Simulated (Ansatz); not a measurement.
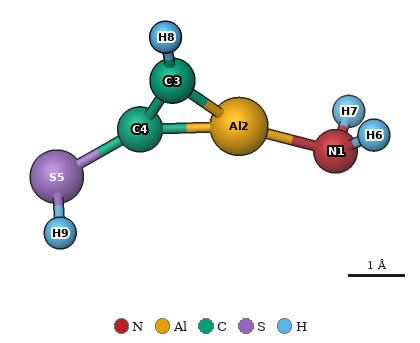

Figure 1. The structure as given in the input (ball-and-stick view, seen at a tilt; atoms are numbered from 1 in the order of the input). Sticks mark near contacts.

C2H4AlNS: geometry relaxation

System: C2H4AlNS, SMILES [NH2][Al]1[CH]=[C]1S.
Method: RHF/def2-SVP (Ansatz 0.2.0).

It belongs to a series of runs on one base structure; here: end point B relaxed. Figures and captions count atoms from 1; the log counts them from 0 in places.

Input:
```yaml
crystal:
  periodic: [false, false, false]
  atoms:
    - { symbol: "N", position_ang: [0.9657, 0.4941, -2.1992] }
    - { symbol: Al, position_ang: [0.501, -0.1522, -0.4782] }
    - { symbol: C, position_ang: [-0.0407, -0.00328, 1.23809] }
    - { symbol: C, position_ang: [0.29174, -1.32888, 0.84928] }
    - { symbol: S, position_ang: [0.61614, -3.00598, 1.41662] }
    - { symbol: H, position_ang: [1.1227, 1.5714, -2.0896] }
    - { symbol: H, position_ang: [0.0673, 0.4772, -2.771] }
    - { symbol: H, position_ang: [-0.49335, 0.66372, 1.95855] }
    - { symbol: H, position_ang: [1.90563, -2.78042, 1.8583] }
basis:
  gaussian: { orbitals: def2-SVP }
hamiltonian:
  xc: hf
relax:
  f_tol: 0.015
  max_steps: 40
output:
  orbitals: {}
```

Launched with:
```bash
ansatz run input.yaml --threads 1 --pin off --max-ram 2048MiB --backend cpu --events-out ev --progress --plain --runs-dir out
```

Output:
```
The last accepted step is kept in [file] (removed where the run ends without a failure and the disk answers)
Engine: ansatz 0.2.0, aarch64-unknown-linux-gnu
Functional definition: HF
  exchange = exact_x
  correlation = 0
1053 factors; integrals over basis functions are off by at most 3.3e-4 eV
mean field evaluation 1: about -20991.2809 eV, gradient 3.5e1 eV
mean field evaluation 2: about -20991.3668 eV, gradient 3.5e1 eV
mean field evaluation 4: about -20994.9750 eV, gradient 3.9e0 eV
mean field evaluation 8: about -20995.0699 eV, gradient 1.8e-1 eV
mean field -20995.07017959 eV, -771.5545981301 hartree, gradient 2.2e-5 eV, S^2 0.000000; 0 other end points of the search recorded, 0 dependent functions left out
the calculation of the forces begins
reference -20995.07017959 eV, -771.5545981301 hartree; 26, 26 occupied and 72, 72 virtual orbitals, 1053 factors
relax step   1: F+E_penalty+E_count = -20995.07017959 eV  Δ(F+E_penalty+E_count) = +0.000e0 eV  max|allowed force component| = 4.146e0 eV/Å  Δτ_max = 0.0000 Å  (41 SCF iters, accepted)
these checks for a lower state are left out or cut short: starts, cluster_reference, orbital_swaps, neighbouring_geometries, increment
1053 factors; integrals over basis functions are off by at most 2.9e-4 eV
mean field evaluation 16: about -20996.0176 eV, gradient 1.6e-3 eV
mean field -20996.01757949 eV, -771.5894144346 hartree, gradient 3.2e-5 eV, S^2 0.000000; 0 other end points of the search recorded, 0 dependent functions left out
[... from here on the field's lines of each further geometry are left out, up to the last ...]
relax step   2: F+E_penalty+E_count = -20996.01757949 eV  Δ(F+E_penalty+E_count) = -9.474e-1 eV  max|allowed force component| = 1.908e0 eV/Å  Δτ_max = 0.1948 Å  (35 SCF iters, accepted)
relax step   3: F+E_penalty+E_count = -20996.42657018 eV  Δ(F+E_penalty+E_count) = -4.090e-1 eV  max|allowed force component| = 8.298e-1 eV/Å  Δτ_max = 0.1924 Å  (36 SCF iters, accepted)
relax step   4: F+E_penalty+E_count = -20996.60795243 eV  Δ(F+E_penalty+E_count) = -1.814e-1 eV  max|allowed force component| = 4.457e-1 eV/Å  Δτ_max = 0.2000 Å  (36 SCF iters, accepted)
relax step   5: F+E_penalty+E_count = -20996.72780605 eV  Δ(F+E_penalty+E_count) = -1.199e-1 eV  max|allowed force component| = 3.912e-1 eV/Å  Δτ_max = 0.2000 Å  (36 SCF iters, accepted)
relax step   6: F+E_penalty+E_count = -20996.82544356 eV  Δ(F+E_penalty+E_count) = -9.764e-2 eV  max|allowed force component| = 4.363e-1 eV/Å  Δτ_max = 0.1999 Å  (35 SCF iters, accepted)
relax step   7: F+E_penalty+E_count = -20996.87965783 eV  Δ(F+E_penalty+E_count) = -5.421e-2 eV  max|allowed force component| = 6.035e-1 eV/Å  Δτ_max = 0.2000 Å  (35 SCF iters, accepted)
relax step   8: F+E_penalty+E_count = -20996.91141493 eV  Δ(F+E_penalty+E_count) = -3.176e-2 eV  max|allowed force component| = 1.041e0 eV/Å  Δτ_max = 0.1949 Å  (35 SCF iters, accepted)
relax step   9: F+E_penalty+E_count = -20996.97620588 eV  Δ(F+E_penalty+E_count) = -6.479e-2 eV  max|allowed force component| = 2.912e-1 eV/Å  Δτ_max = 0.1993 Å  (35 SCF iters, accepted)
relax step  10: F+E_penalty+E_count = -20996.99566149 eV  Δ(F+E_penalty+E_count) = -1.946e-2 eV  max|allowed force component| = 6.489e-2 eV/Å  Δτ_max = 0.1117 Å  (35 SCF iters, accepted)
relax step  11: F+E_penalty+E_count = -20996.99581723 eV  Δ(F+E_penalty+E_count) = -1.557e-4 eV  max|allowed force component| = 1.079e-1 eV/Å  Δτ_max = 0.0341 Å  (36 SCF iters, accepted)
relax step  12: F+E_penalty+E_count = -20996.99682726 eV  Δ(F+E_penalty+E_count) = -1.010e-3 eV  max|allowed force component| = 9.761e-2 eV/Å  Δτ_max = 0.0276 Å  (36 SCF iters, accepted)
the calculation of the forces begins
reference -20996.99707964 eV, -771.6254104010 hartree; 26, 26 occupied and 72, 72 virtual orbitals, 1053 factors
relax step  13: F+E_penalty+E_count = -20996.99707964 eV  Δ(F+E_penalty+E_count) = -2.524e-4 eV  max|allowed force component| = 9.563e-3 eV/Å  Δτ_max = 0.0048 Å  (28 SCF iters, accepted)
1053 factors; integrals over basis functions are off by at most 5.5e-4 eV
mean field evaluation 96: about -20996.8960 eV, gradient 4.0e-1 eV
```

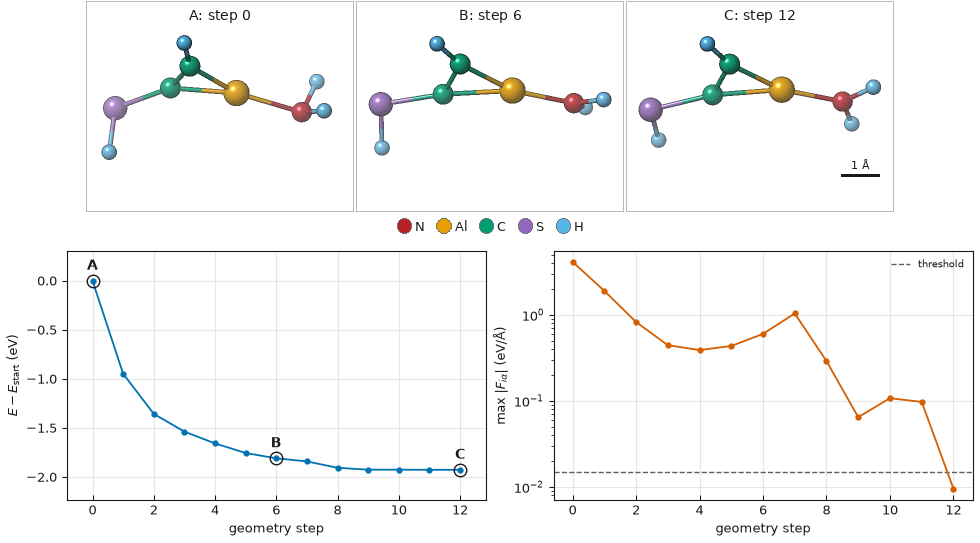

Figure 2. Frames of the relaxation (ball-and-stick view, seen at a tilt) above the curves, on which the letters mark them (the first geometry is step 0 here and step 1 in the log).

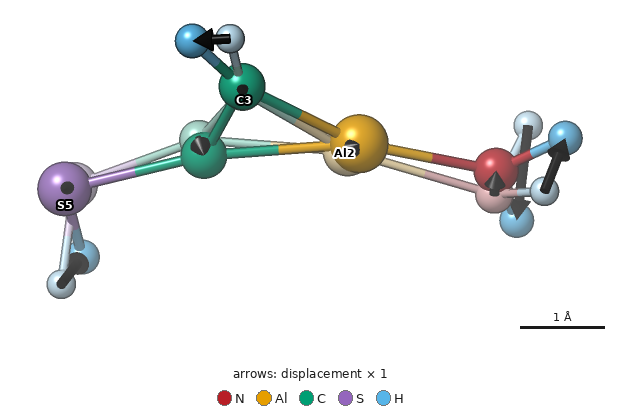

Figure 3. Start (faint) and end (solid) with the displacements as black arrows, at true length (ball-and-stick view, seen at a tilt). The two geometries are laid on each other by the best rigid fit. The largest move after the best rigid fit is that of H7, 1.15 Å. By element the largest moves are H 1.15 Å, S 0.79 Å, C 0.34 Å, N 0.32 Å, Al 0.25 Å. Distances before and after: N1–Al2 1.896 → 1.755 Å, N1–H6 1.094 → 1.002 Å, Al2–C4 1.786 → 1.863 Å, N1–H7 1.065 → 1.002 Å. Among the angles that change: C4–C3–H8 148.9° → 127.1°, Al2–C4–S5 145.8° → 165.5°, Al2–C3–H8 144.1° → 163.7°. The energy falls by 1.927 eV in 12 geometry steps. Largest force component: 4.1 eV/Å at the start, 0.0096 eV/Å at the end. (Atoms are counted from 1 in the order of the input.)

```
mean field -20996.99707964 eV, -771.6254104010 hartree, gradient 1.2e-5 eV, S^2 0.000000; 1 other end points of the search recorded, 0 dependent functions left out
the calculation of the forces begins
reference -20996.99707964 eV, -771.6254104010 hartree; 26, 26 occupied and 72, 72 virtual orbitals, 1053 factors
Total energy: -20996.99707964 eV, -771.6254104010 hartree
Atom 0 at     0.716508     0.665646    -2.097855 Å, force     0.000098    -0.001533     0.005128 eV/Å
Atom 1 at     0.452718     0.092393    -0.460107 Å, force    -0.000706     0.001581    -0.001554 eV/Å
Atom 2 at    -0.079116     0.058833     1.302122 Å, force     0.004585    -0.009563    -0.001185 eV/Å
Atom 3 at     0.527013    -1.116302     0.956091 Å, force    -0.002842     0.005112     0.001653 eV/Å
Atom 4 at     0.798206    -2.506180     1.985391 Å, force    -0.000573     0.000922    -0.000429 eV/Å
Atom 5 at     0.442476     1.565429    -2.442948 Å, force    -0.000909     0.001884    -0.001213 eV/Å
Atom 6 at     1.163986     0.142928    -2.825962 Å, force     0.000691    -0.000963    -0.001544 eV/Å
Atom 7 at    -0.491585     0.322623     2.271650 Å, force    -0.000670     0.002555    -0.000675 eV/Å
Atom 8 at     1.405953    -3.289711     1.094457 Å, force     0.000325     0.000005    -0.000179 eV/Å
Dipole moment:     0.128208     0.253633    -0.760441 e Å
```

Trajectory as extended XYZ (Å, eV, eV/Å), 13 frames, from step=1 to step=13:
```
9
Properties=species:S:1:pos:R:3:forces:R:3 step=1 energy=-20995.07018
N     0.9657    0.4941   -2.1992   -2.3631   2.7054   1.0665
Al    0.5010   -0.1522   -0.4782    1.1815   1.4178  -4.1460
C    -0.0407   -0.0033    1.2381   -0.4390  -1.5494  -0.5861
C     0.2917   -1.3289    0.8493    0.3929   1.2816   1.1638
S     0.6161   -3.0060    1.4166    0.4129   0.3549   1.2216
H     1.1227    1.5714   -2.0896   -0.1959  -3.0031  -0.4398
H     0.0673    0.4772   -2.7710    1.9632  -0.1389   0.8318
H    -0.4934    0.6637    1.9586    0.2209  -0.9868   1.2902
H     1.9056   -2.7804    1.8583   -1.1734  -0.0816  -0.4020
9
Properties=species:S:1:pos:R:3:forces:R:3 step=2 energy=-20996.01758
N     0.9282    0.5515   -2.2073   -1.3103   0.9117   0.7569
Al    0.5123   -0.1069   -0.5462    0.6134   0.6816  -1.9081
C    -0.0583   -0.0438    1.2026    0.0131  -0.0177   0.1421
C     0.3774   -1.3008    0.8176   -0.2415   0.1319   0.5588
S     0.5592   -2.9560    1.5286    0.2532   0.7611   0.5720
H     1.1103    1.5639   -2.1432    0.0411  -0.9658  -0.2532
H     0.1073    0.4850   -2.8226    0.8914  -0.0895   0.1999
H    -0.4529    0.5104    2.0717    0.2360  -1.2129   0.0642
H     1.8526   -2.7676    1.8817   -0.4964  -0.2004  -0.1325
9
Properties=species:S:1:pos:R:3:forces:R:3 step=3 energy=-20996.42657
N     0.8768    0.6040   -2.1979   -0.5932   0.0619   0.0586
Al    0.5213   -0.0645   -0.5972    0.0732  -0.0999   0.1687
C    -0.0298   -0.0533    1.1858   -0.5650   0.8298   0.5057
C     0.3920   -1.2777    0.7884    0.4219  -0.8232   0.1123
S     0.5120   -2.8607    1.6664    0.0463   0.5682   0.1221
H     1.1173    1.5748   -2.1989    0.2109   0.2828  -0.1933
H     0.1492    0.4831   -2.8855    0.3100  -0.1042  -0.1780
H    -0.4418    0.3312    2.1409    0.3991  -0.6701  -0.4533
H     1.8392   -2.8012    1.8808   -0.3032  -0.0452  -0.1429
9
Properties=species:S:1:pos:R:3:forces:R:3 step=4 energy=-20996.60795
N     0.8445    0.6532   -2.1712   -0.4457   0.0096   0.0056
Al    0.5212   -0.0397   -0.5767   -0.0350   0.0433   0.1264
C    -0.0240   -0.0395    1.2103   -0.0583  -0.0732  -0.0601
C     0.4108   -1.2708    0.8008   -0.0110   0.1747   0.2807
S     0.4702   -2.7871    1.7474    0.1625   0.2032   0.0885
H     1.0161    1.6368   -2.2416    0.1239   0.1748  -0.0764
H     0.2976    0.3798   -2.9709    0.2841  -0.1141  -0.0044
H    -0.4092    0.2581    2.1936    0.1768  -0.2736  -0.2734
H     1.8090   -2.8552    1.7911   -0.1973  -0.1449  -0.0868
9
Properties=species:S:1:pos:R:3:forces:R:3 step=5 energy=-20996.72781
N     0.8202    0.6768   -2.1466   -0.3912  -0.0963  -0.1124
Al    0.5072   -0.0004   -0.5463   -0.0237   0.0143   0.0774
C    -0.0419   -0.0051    1.2306   -0.0351  -0.1873   0.1172
C     0.4271   -1.2283    0.8458    0.0266   0.0238   0.0464
S     0.4801   -2.7188    1.8227    0.3058   0.2652  -0.0424
H     0.9227    1.6667   -2.2741    0.0242  -0.0122  -0.1028
H     0.4582    0.2630   -2.9942    0.3371   0.1170   0.2387
H    -0.4233    0.2391    2.2237    0.0322   0.0314  -0.1763
H     1.7858   -2.9573    1.6214   -0.2759  -0.1560  -0.0458
9
Properties=species:S:1:pos:R:3:forces:R:3 step=6 energy=-20996.82544
N     0.7810    0.6883   -2.1238   -0.2280  -0.1467  -0.3690
Al    0.4892    0.0254   -0.5199   -0.0997   0.1124   0.2043
C    -0.0732    0.0098    1.2528    0.0557  -0.0702  -0.1800
C     0.4568   -1.1924    0.8838   -0.0238  -0.1749   0.2459
S     0.5437   -2.6481    1.9002    0.4363   0.2169  -0.2790
H     0.8930    1.6670   -2.3176   -0.0225  -0.0758   0.0206
H     0.5736    0.1978   -2.9835    0.2566   0.1712   0.3493
H    -0.4716    0.2467    2.2364   -0.0225   0.0713  -0.0541
H     1.7438   -3.0589    1.4544   -0.3521  -0.1042   0.0620
9
Properties=species:S:1:pos:R:3:forces:R:3 step=7 energy=-20996.87966
N     0.7581    0.6944   -2.1174   -0.1339  -0.0739  -0.3094
Al    0.4711    0.0826   -0.4935    0.0079  -0.0797   0.0985
C    -0.0931    0.0363    1.2646    0.0413  -0.0897   0.0777
C     0.5046   -1.1411    0.9173    0.3169  -0.1805  -0.4502
S     0.6367   -2.5811    1.9102   -0.2851   0.0108   0.6035
H     0.7983    1.6695   -2.3548   -0.0288  -0.1032   0.0088
H     0.7032    0.1427   -2.9619    0.1562   0.1898   0.3488
H    -0.5142    0.2624    2.2380   -0.0914   0.1135   0.0370
H     1.6714   -3.2300    1.3803    0.0169   0.2128  -0.4147
9
Properties=species:S:1:pos:R:3:forces:R:3 step=8 energy=-20996.91141
N     0.7332    0.6856   -2.1039    0.0218  -0.3456  -0.5416
Al    0.4641    0.0765   -0.4754    0.0171   0.0187   0.0380
C    -0.1016    0.0345    1.2764    0.1338  -0.0414  -0.1230
C     0.5321   -1.1337    0.9470   -0.2441   0.1858  -0.0124
S     0.7018   -2.5234    1.9948    1.0414  -0.7563  -0.8429
H     0.7405    1.6560   -2.3652   -0.0486  -0.1539   0.0275
H     0.8220    0.1036   -2.9329    0.0331   0.4305   0.5858
H    -0.5422    0.2765    2.2367   -0.0529   0.0557   0.0651
H     1.5863   -3.2399    1.2053   -0.9016   0.6065   0.8034
9
Properties=species:S:1:pos:R:3:forces:R:3 step=9 energy=-20996.97621
N     0.7345    0.6714   -2.0984   -0.0279  -0.1162   0.0669
Al    0.4371    0.0988   -0.4653    0.0023  -0.0738  -0.1964
C    -0.1227    0.0383    1.2823    0.2912   0.0854   0.2042
C     0.4994   -1.1284    0.9318   -0.1170  -0.1420   0.1624
S     0.7545   -2.5186    1.9758    0.1084   0.0629  -0.1443
H     0.5881    1.6154   -2.3932   -0.0122   0.0864  -0.1166
H     1.0124    0.0992   -2.8744    0.0199   0.0880   0.0714
H    -0.4763    0.3112    2.2735   -0.1671  -0.0489  -0.0874
H     1.5091   -3.2517    1.1507   -0.0976   0.0581   0.0398
9
Properties=species:S:1:pos:R:3:forces:R:3 step=10 energy=-20996.99566
N     0.7156    0.6723   -2.0987    0.0016   0.0043  -0.0111
Al    0.4516    0.0888   -0.4656    0.0056  -0.0119  -0.0275
C    -0.0820    0.0504    1.2925   -0.0361   0.0297   0.0649
C     0.5250   -1.1245    0.9481    0.0016   0.0394   0.0059
S     0.7907   -2.5031    1.9913    0.0117  -0.0444   0.0103
H     0.4879    1.5913   -2.4266   -0.0124  -0.0053   0.0038
H     1.1139    0.1341   -2.8434    0.0224  -0.0059  -0.0183
H    -0.4949    0.3144    2.2624    0.0108  -0.0050  -0.0154
H     1.4285   -3.2880    1.1229   -0.0053  -0.0009  -0.0125
9
Properties=species:S:1:pos:R:3:forces:R:3 step=11 energy=-20996.99582
N     0.7175    0.6640   -2.0952    0.0037   0.0121  -0.0314
Al    0.4519    0.0879   -0.4601   -0.0132  -0.0054   0.0439
C    -0.0847    0.0609    1.3015    0.0079  -0.0218   0.0037
C     0.5210   -1.1156    0.9615    0.0531  -0.1059  -0.0052
S     0.7999   -2.5162    1.9837   -0.0294   0.1079  -0.0542
H     0.4683    1.5740   -2.4327   -0.0067  -0.0053   0.0054
H     1.1390    0.1319   -2.8316    0.0128  -0.0051  -0.0086
H    -0.4999    0.3341    2.2664   -0.0058  -0.0079   0.0342
H     1.4231   -3.2854    1.0893   -0.0225   0.0313   0.0121
9
Properties=species:S:1:pos:R:3:forces:R:3 step=12 energy=-20996.99683
N     0.7168    0.6668   -2.0965    0.0292  -0.0084  -0.0976
Al    0.4547    0.0893   -0.4608   -0.0067   0.0091   0.0370
C    -0.0791    0.0573    1.3012    0.0040   0.0303  -0.0036
C     0.5311   -1.1161    0.9587   -0.0208   0.0056  -0.0321
S     0.7998   -2.5057    1.9870    0.0151  -0.0276   0.0075
H     0.4429    1.5679   -2.4414    0.0135  -0.0482   0.0206
H     1.1612    0.1420   -2.8274   -0.0355   0.0496   0.0559
H    -0.4947    0.3241    2.2687    0.0004  -0.0105   0.0006
H     1.4035   -3.2900    1.0935    0.0008   0.0001   0.0117
9
Properties=species:S:1:pos:R:3:forces:R:3 step=13 energy=-20996.99708
N     0.7165    0.6656   -2.0979    0.0001  -0.0015   0.0051
Al    0.4527    0.0924   -0.4601   -0.0007   0.0016  -0.0016
C    -0.0791    0.0588    1.3021    0.0046  -0.0096  -0.0012
C     0.5270   -1.1163    0.9561   -0.0028   0.0051   0.0017
S     0.7982   -2.5062    1.9854   -0.0006   0.0009  -0.0004
H     0.4425    1.5654   -2.4429   -0.0009   0.0019  -0.0012
H     1.1640    0.1429   -2.8260    0.0007  -0.0010  -0.0015
H    -0.4916    0.3226    2.2717   -0.0007   0.0026  -0.0007
H     1.4060   -3.2897    1.0945    0.0003   0.0000  -0.0002
```

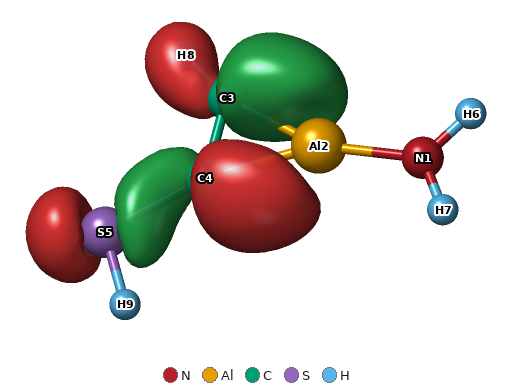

Figure 4. One frontier orbital at ±0.15 Å⁻³ᐟ² (green and red are the two phases), seen at a tilt. The HOMO−1, at −9.16 eV. Its weight (Hirshfeld) is mainly on C4 (25 %), C3 (25 %), Al2 (25 %) and S5 (20 %); it is symmetric in the molecular plane (σ or in-plane lone-pair type).

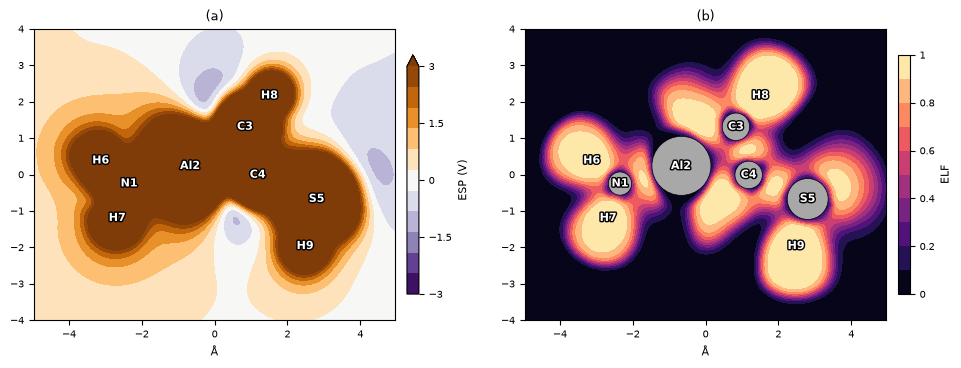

Figure 5. (a) electrostatic potential; (b) electron localisation function on the molecular plane. Grey discs, where drawn, cover atomic cores. The plane passes through N, Al, C, S and H nuclei. C–C (1.37 Å): the ELF peaks at about 0.90 between the atoms (a covalent bond). C–S (1.75 Å): the ELF peaks at about 0.95 between the atoms (a covalent bond). Al–N (1.76 Å): the ELF peaks at about 0.90 in the valence shell of N, 0.7 Å from its nucleus, and is about 0.50 at the midpoint. C–Al (1.84 Å): the ELF peaks at about 0.80 in the valence shell of C, 0.7 Å from its nucleus, and is about 0.40 at the midpoint. N–H (1.00 Å): the ELF climbs to about 1 towards the hydrogen, as it does in any bond to H; a covalent bond by its length.

Key numbers:

```csv
quantity,value
outcome,converged
total energy,−20996.9971 eV
mean-field energy,−20996.9971 eV
largest force (length of the vector) at the end,0.011 eV/Å
hardware,"1 thread of Arm Neoverse V1, 24 GiB of memory available, shared host"
wall time,31 s
peak memory,0.18 GiB
```
